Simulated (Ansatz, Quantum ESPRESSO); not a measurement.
# Gate doping of 1T-TiO2, 2 layers, AB stacking, part 2 of 9

How rigid are the bands of 1T-TiO2, 2 layers, AB stacking under field-effect doping?

Quantum ESPRESSO 7.5; plane-wave DFT, PBE, GBRV ultrasoft pseudopotentials; geometry by Ansatz 0.2.0 with PAW datasets.

So far: The starting structure; Relaxation with Ansatz.

### Step 3. SCF with pw.x: neutral sheet, no gate

The neutral sheet is the reference for densities and bands.

Level of this step: plane-wave DFT, PBE, GBRV ultrasoft pseudopotentials (Quantum ESPRESSO 7.5).

File g0.in:

```
&control
  prefix = 'g0'
  outdir = './out'
  pseudo_dir = './pseudo'
  calculation = 'scf'
  tprnfor = .true.
  tefield = .true.
  dipfield = .true.
/
&system
  ibrav = 0
  nat = 6
  ntyp = 2
  ecutwfc = 40
  ecutrho = 200
  occupations = 'smearing'
  smearing = 'fd'
  degauss = 0.004
  edir = 3
  emaxpos = 0.179911
  eopreg = 0.01
  eamp = 0.0
  nbnd = 30
/
&electrons
  conv_thr = 1e-07
  mixing_beta = 0.4
  electron_maxstep = 120
  mixing_mode = 'local-TF'
/
ATOMIC_SPECIES
  O   15.9990  o_pbe_v1.2.uspp.F.UPF
  Ti  47.8670  ti_pbe_v1.4.uspp.F.UPF
CELL_PARAMETERS angstrom
  2.97899948869649 -0.00000000000000 -0.00000000000000
  -1.48949974434824 2.57988923507201 0.00000000000000
  -0.00000000000000 0.00000000000000 30.22238424610000
ATOMIC_POSITIONS crystal
  O   0.666666666667 0.333333333333 0.393906882657
  Ti  0.000000000000 0.000000000000 0.425961922492
  O   0.333333333333 0.666666666667 0.457777996127
  O   -0.000000000000 0.000000000000 0.542222005052
  Ti  0.333333333333 0.666666666667 0.574038074779
  O   0.666666666667 0.333333333333 0.606093118894
K_POINTS automatic
  12 12 1 0 0 0
```

The run is started by

```sh
> OMP_NUM_THREADS=1 mpirun -n 4 pw.x -nk 4 -in g0.in > g0.out
```

Log:

```text
Program PWSCF v.7.5 starts
[citation notice left out]

     Parallel version (MPI & OpenMP), running on       4 processor cores
     Number of MPI processes:                 4
     Threads/MPI process:                     1

     MPI processes distributed on     1 nodes
[...]
Current dimensions of program PWSCF are:
     Max number of different atomic species (ntypx) = 10
     Max number of k-points (npk) =  40000
     Max angular momentum in pseudopotentials (lmaxx) =  4
     Presently no symmetry can be used with electric field

     K-points division:     npool     =       4
     Subspace diagonalization in iterative solution of the eigenvalue problem:
     a serial algorithm will be used

     G-vector sticks info
     --------------------
     sticks:   dense  smooth     PW     G-vecs:    dense   smooth      PW
     Sum         433     349    121                74813    53593   11007

     Using Slab Decomposition

     bravais-lattice index     =            0
     lattice parameter (alat)  =       5.6295  a.u.
     unit-cell volume          =    1567.4612 (a.u.)^3
     number of atoms/cell      =            6
     number of atomic types    =            2
     number of electrons       =        48.00
     number of Kohn-Sham states=           30
     kinetic-energy cutoff     =      40.0000  Ry
     charge density cutoff     =     200.0000  Ry
     scf convergence threshold =      1.0E-07
     mixing beta               =       0.4000
     number of iterations used =            8  local-TF  mixing
     Exchange-correlation=  SLA  PW   PBX  PBC
                           (   1   4   3   4   0   0   0)

     celldm(1)=   5.629493  celldm(2)=   0.000000  celldm(3)=   0.000000
     celldm(4)=   0.000000  celldm(5)=   0.000000  celldm(6)=   0.000000

     crystal axes: (cart. coord. in units of alat)
               a(1) = (   1.000000  -0.000000  -0.000000 )
               a(2) = (  -0.500000   0.866025   0.000000 )
               a(3) = (  -0.000000   0.000000  10.145146 )

     reciprocal axes: (cart. coord. in units 2 pi/alat)
               b(1) = (  1.000000  0.577350  0.000000 )
               b(2) = (  0.000000  1.154701  0.000000 )
               b(3) = (  0.000000  0.000000  0.098569 )

     PseudoPot. # 1 for O  read from file:
     ./pseudo/o_pbe_v1.2.uspp.F.UPF
     Pseudo is Ultrasoft + core correction, Zval =  6.0
     Generated by new atomic code, or converted to UPF format
     Using radial grid of  737 points,  5 beta functions with:
                l(1) =   0
                l(2) =   0
                l(3) =   1
                l(4) =   1
                l(5) =   2
     Q(r) pseudized with  8 coefficients,  rinner =    0.900   0.900   0.900
                                                       0.900   0.900

     PseudoPot. # 2 for Ti read from file:
     ./pseudo/ti_pbe_v1.4.uspp.F.UPF
     Pseudo is Ultrasoft + core correction, Zval = 12.0
     Generated by new atomic code, or converted to UPF format
     Using radial grid of  851 points,  6 beta functions with:
                l(1) =   0
                l(2) =   0
                l(3) =   1
                l(4) =   1
                l(5) =   2
                l(6) =   2
     Q(r) pseudized with  6 coefficients,  rinner =    1.000   1.000   1.000
                                                       1.000   1.000

     atomic species   valence    mass     pseudopotential
     O                 6.00    15.99900     O ( 1.00)
     Ti               12.00    47.86700     Ti( 1.00)

     No symmetry found

   Cartesian axes

     site n.     atom                  positions (alat units)
         1        O      tau(   1) = (   0.5000000   0.2886751   3.9962428  )
         2        Ti     tau(   2) = (   0.0000000   0.0000000   4.3214458  )
         3        O      tau(   3) = (  -0.0000000   0.5773503   4.6442245  )
         4        O      tau(   4) = (  -0.0000000   0.0000000   5.5009213  )
         5        Ti     tau(   5) = (  -0.0000000   0.5773503   5.8237000  )
         6        O      tau(   6) = (   0.5000000   0.2886751   6.1489031  )

     number of k points=    74  Fermi-Dirac smearing, width (Ry)=  0.0040
                       cart. coord. in units 2pi/alat
        k(    1) = (   0.0000000   0.0000000   0.0000000), wk =   0.0138889
        k(    2) = (   0.0000000   0.0962250   0.0000000), wk =   0.0277778
        k(    3) = (   0.0000000   0.1924501   0.0000000), wk =   0.0277778
        k(    4) = (   0.0000000   0.2886751   0.0000000), wk =   0.0277778
        k(    5) = (   0.0000000   0.3849002   0.0000000), wk =   0.0277778
        k(    6) = (   0.0000000   0.4811252   0.0000000), wk =   0.0277778
        k(    7) = (   0.0000000  -0.5773503   0.0000000), wk =   0.0138889
        k(    8) = (   0.0833333   0.0481125   0.0000000), wk =   0.0277778
        k(    9) = (   0.0833333   0.1443376   0.0000000), wk =   0.0277778
        k(   10) = (   0.0833333   0.2405626   0.0000000), wk =   0.0277778
[...]
k(   74) = (  -0.5000000  -0.8660254   0.0000000), wk =   0.0138889

     Dense  grid:    74813 G-vectors     FFT dimensions: (  25,  25, 270)

     Smooth grid:    53593 G-vectors     FFT dimensions: (  24,  24, 240)

     Estimated max dynamical RAM per process >     173.90 MB

     Estimated total dynamical RAM >     640.82 MB

     Check: negative core charge=   -0.000002

     Initial potential from superposition of free atoms

     starting charge      45.9999, renormalised to      48.0000

     negative rho (up, down):  8.329E-03 0.000E+00

     Adding external electric field

     Computed dipole along edir(3) :
        Dipole               -0.0000 Ry au,         -0.0000 Debye
        Dipole field         -0.0000 Ry au,

        Potential amp.        0.0000 Ry
        Total length         56.5409 bohr

     Starting wfcs are   36 randomized atomic wfcs

     total cpu time spent up to now is        3.3 secs

     per-process dynamical memory:   110.7 Mb

     Self-consistent Calculation

     iteration #  1     ecut=    40.00 Ry     beta= 0.40
     Davidson diagonalization with overlap
     ethr =  1.00E-02,  avg # of iterations =  2.0

     negative rho (up, down):  7.858E-03 0.000E+00

     Adding external electric field

     Computed dipole along edir(3) :
        Dipole               -0.0094 Ry au,         -0.0239 Debye
        Dipole field         -0.0001 Ry au,

        Potential amp.        0.0085 Ry
        Total length         56.5409 bohr

     total cpu time spent up to now is       10.8 secs

[...]
Dipole               -0.0176 Ry au,         -0.0448 Debye
[...]
total energy              =    -368.39859760 Ry
     estimated scf accuracy    <       0.00005812 Ry

     iteration # 14     ecut=    40.00 Ry     beta= 0.40
[...]
negative rho (up, down):  8.052E-03 0.000E+00

[...]
Dipole               -0.0137 Ry au,         -0.0348 Debye
[...]
total energy              =    -368.39859762 Ry
     estimated scf accuracy    <       0.00002110 Ry

[...]
iteration # 17     ecut=    40.00 Ry     beta= 0.40
[...]
negative rho (up, down):  8.414E-03 0.000E+00

[...]
Dipole               -0.0086 Ry au,         -0.0218 Debye
[...]
total energy              =    -368.39859325 Ry
     estimated scf accuracy    <       0.00000838 Ry

     iteration # 18     ecut=    40.00 Ry     beta= 0.40
[...]
negative rho (up, down):  8.551E-03 0.000E+00

[...]
Dipole               -0.0041 Ry au,         -0.0104 Debye
[...]
total energy              =    -368.39859130 Ry
     estimated scf accuracy    <       0.00000702 Ry

     iteration # 19     ecut=    40.00 Ry     beta= 0.40
[...]
negative rho (up, down):  8.597E-03 0.000E+00

[...]
Dipole               -0.0028 Ry au,         -0.0072 Debye
[...]
total energy              =    -368.39858996 Ry
     estimated scf accuracy    <       0.00000689 Ry

     iteration # 20     ecut=    40.00 Ry     beta= 0.40
[...]
negative rho (up, down):  8.608E-03 0.000E+00

[...]
Dipole               -0.0031 Ry au,         -0.0078 Debye
[...]
total energy              =    -368.39859001 Ry
     estimated scf accuracy    <       0.00000234 Ry

     iteration # 21     ecut=    40.00 Ry     beta= 0.40
[...]
negative rho (up, down):  8.552E-03 0.000E+00

[...]
Dipole               -0.0010 Ry au,         -0.0025 Debye
[...]
total energy              =    -368.39858978 Ry
     estimated scf accuracy    <       0.00000118 Ry

     iteration # 22     ecut=    40.00 Ry     beta= 0.40
[...]
negative rho (up, down):  8.525E-03 0.000E+00

[...]
Dipole                0.0000 Ry au,          0.0000 Debye
[...]
total energy              =    -368.39858969 Ry
     estimated scf accuracy    <       0.00000047 Ry

     iteration # 23     ecut=    40.00 Ry     beta= 0.40
[...]
negative rho (up, down):  8.527E-03 0.000E+00

[...]
Dipole                0.0000 Ry au,          0.0000 Debye
[...]
total energy              =    -368.39858971 Ry
     estimated scf accuracy    <       0.00000015 Ry

     iteration # 24     ecut=    40.00 Ry     beta= 0.40
[...]
negative rho (up, down):  8.543E-03 0.000E+00

[...]
Dipole               -0.0002 Ry au,         -0.0004 Debye
[...]
End of self-consistent calculation

          k = 0.0000 0.0000 0.0000 (  6715 PWs)   bands (ev):

   -60.1146 -60.1119 -36.3930 -36.3897 -36.1037 -36.1037 -36.1010 -36.1010
   -21.2900 -21.1906 -19.5081 -19.3773  -7.8207  -7.4740  -7.4740  -7.4520
    -7.4520  -7.2378  -4.8207  -4.0564  -4.0305  -4.0305  -3.9869  -3.9869
    -1.0903  -1.0903  -1.0825  -1.0825   0.5882   0.6743

          k = 0.0000 0.0962 0.0000 (  6705 PWs)   bands (ev):

   -60.1096 -60.1069 -36.3841 -36.3809 -36.1460 -36.1433 -36.1116 -36.1089
   -21.1967 -21.0985 -19.5521 -19.4282  -7.7596  -7.5111  -7.4850  -7.4032
    -7.3782  -7.1264  -4.6618  -4.3775  -4.3384  -4.1896  -4.1390  -3.9408
    -0.9916  -0.9785  -0.9249  -0.9110   0.5636   0.6447

          k = 0.0000 0.1925 0.0000 (  6720 PWs)   bands (ev):

   -60.0959 -60.0932 -36.3604 -36.3573 -36.2592 -36.2564 -36.1331 -36.1303
   -20.9430 -20.8489 -19.6670 -19.5616  -7.7574  -7.5345  -7.3194  -7.2123
    -7.1792  -6.8823  -5.2290  -5.1187  -4.5344  -4.4732  -4.2055  -3.7752
    -0.8412  -0.7864  -0.5637  -0.5461   0.4752   0.5493

          k = 0.0000 0.2887 0.0000 (  6718 PWs)   bands (ev):

   -60.0772 -60.0745 -36.4150 -36.4122 -36.3228 -36.3198 -36.1622 -36.1595
   -20.6113 -20.5254 -19.7977 -19.7170  -7.7997  -7.5182  -6.9763  -6.9674
    -6.9227  -6.7176  -5.9982  -5.7075  -4.8630  -4.7940  -3.9576  -3.7655
    -0.7513  -0.6424  -0.2346  -0.2168   0.3162   0.3911

          k = 0.0000 0.3849 0.0000 (  6668 PWs)   bands (ev):

   -60.0584 -60.0557 -36.5619 -36.5592 -36.2897 -36.2869 -36.1912 -36.1885
   -20.3703 -20.3009 -19.8193 -19.7617  -7.9348  -7.7005  -6.9170  -6.7683
    -6.7202  -6.7111  -6.0898  -5.5738  -5.0501  -4.9749  -4.0960  -3.9815
    -0.7593  -0.5970  -0.0633  -0.0493   0.1451   0.2056

          k = 0.0000 0.4811 0.0000 (  6718 PWs)   bands (ev):

   -60.0446 -60.0418 -36.6679 -36.6651 -36.2647 -36.2619 -36.2123 -36.2096
   -20.3424 -20.2961 -19.6692 -19.6288  -8.2712  -8.0706  -6.7310  -6.6774
    -6.6114  -6.5052  -5.7795  -5.3312  -5.0837  -5.0022  -4.4510  -4.2640
    -0.8695  -0.6717  -0.0287  -0.0220   0.0528   0.0817

[...]
the Fermi energy is    -2.4071 ev

!    total energy              =    -368.39858964 Ry
     estimated scf accuracy    <       0.00000009 Ry
     smearing contrib. (-TS)   =      -0.00000000 Ry
     internal energy E=F+TS    =    -368.39858964 Ry

     The total energy is F=E-TS. E is the sum of the following terms:
     one-electron contribution =   -5490.96685613 Ry
     hartree contribution      =    2747.37313693 Ry
     xc contribution           =     -65.24475714 Ry
     ewald contribution        =    2440.43988670 Ry
     electric field correction =       0.00000000 Ry

     convergence has been achieved in  24 iterations

     negative rho (up, down):  8.543E-03 0.000E+00

     Forces acting on atoms (cartesian axes, Ry/au):

     atom    1 type  1   force =     0.00000002   -0.00000006   -0.00235422
     atom    2 type  2   force =    -0.00000009   -0.00000000   -0.00432184
     atom    3 type  1   force =     0.00000006    0.00000010    0.00029420
     atom    4 type  1   force =    -0.00000004   -0.00000002   -0.00038282
     atom    5 type  2   force =     0.00000000   -0.00000007    0.00433781
     atom    6 type  1   force =     0.00000004    0.00000006    0.00242686

     Total force =     0.007011     Total SCF correction =     0.000535

[...]
=------------------------------------------------------------------------------=
   JOB DONE.
=------------------------------------------------------------------------------=
```

It took 2.8 min on 4 MPI ranks of Arm Neoverse V1, shared host; peak memory 0.86 GiB; 11 min of CPU time.

This step gave:

- free energy: -5012.3182 eV
- Fermi energy: -2.407 eV
- dipole along the normal: -8.33e-5 e·Å
- valence top, on the run's zero: -3.713 eV
- conduction bottom, on the run's zero: -1.090 eV
- gap by band count: 2.623 eV

The run needed 24 iterations to bring the estimated error under 1e-07 Ry.

### Step 4. Density by pp.x

plot_num = 0 writes the valence density.

File g0.rho.in:

```
&inputpp
  prefix = 'g0'
  outdir = './out'
  filplot = 'g0.rho.dat'
  plot_num = 0
/
```

The run is started by

```sh
> OMP_NUM_THREADS=1 mpirun -n 4 pp.x -in g0.rho.in > g0.rho.out
```

Log:

```text
[banner, memory and clock lines left out]
Program POST-PROC v.7.5 starts

          URL

     ./out/g0.save/

     IMPORTANT: XC functional enforced from input :
     Exchange-correlation= PBE
                           (   1   4   3   4   0   0   0)
     Any further DFT definition will be discarded
     Please, verify this is what you really want

     Check: negative core charge=   -0.000002

     negative rho (up, down):  8.543E-03 0.000E+00

     Adding external electric field

     Computed dipole along edir(3) :
        Dipole               -0.0002 Ry au,         -0.0004 Debye
        Dipole field         -0.0000 Ry au,

        Potential amp.        0.0002 Ry
        Total length         56.5409 bohr

     Calling punch_plot, plot_num =   0
     Writing data to file  g0.rho.dat
     Message from routine chdens:
     namelist plot not found or invalid, exiting
```

Elapsed: 0.97 s, on 4 MPI ranks; peak memory 0.09 GiB; 3.5 s of CPU time.

This step gave:

* electrons by integration: 48.00 e

Mean over planes. Valence density, planar mean against z:

```
z (Å)  valence density, planar mean (e/Å³)
    8                               2.8e-6
   10                              0.00192
   12                                0.984
   14                                0.864
   16                                0.531
   18                                0.931
   20                              0.00429
   22                               4.9e-6
```

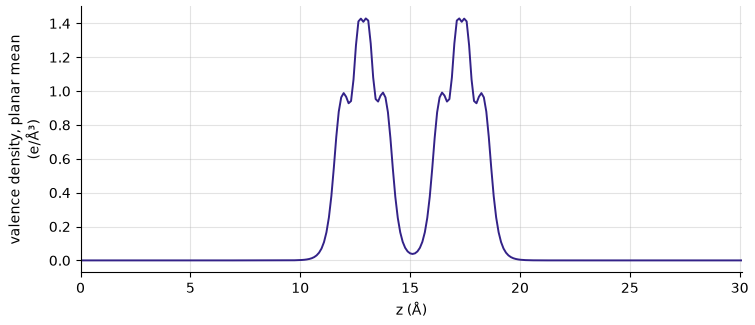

Valence density, planar mean, plotted against z.

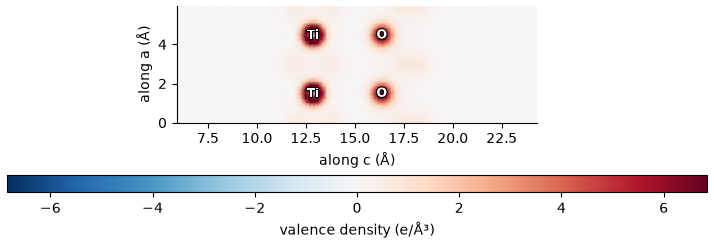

Valence density in the ca plane at fractional y = 0.000, with atoms of Ti and O within 0.2 Å of it. It is the smooth field of the valence electrons, not physical close to the nuclei. The map starts off the cell's origin, so that atoms lie inside it. The far vacuum is left out of the map.

### Step 5. Potential by pp.x

The neutral sheet's potential is written as the reference.

File g0.pot.in:

```
&inputpp
  prefix = 'g0'
  outdir = './out'
  filplot = 'g0.pot.dat'
  plot_num = 11
/
```

The run is started by

```sh
> OMP_NUM_THREADS=1 mpirun -n 4 pp.x -in g0.pot.in > g0.pot.out
```

Elapsed: 0.96 s, on 4 MPI ranks; peak memory 0.1 GiB; 3.5 s of CPU time.

(Continued in part 3 of 9.)

[Logs are printed without paths, hosts, clocks, repeated set-up lines and the standing remarks that a program may print on its own settings, such as how far it seeks lower states.]

[Hosts, paths, dates, database ids (printed as entryN), source tags and the programs' standing remarks are cut or masked in the printed files.]

[Maps of the electrostatic potential energy from Ansatz leave out the sawtooth potential of an applied field or a dipole correction, so their vacuum need not be flat; planar profiles and work functions include it.]
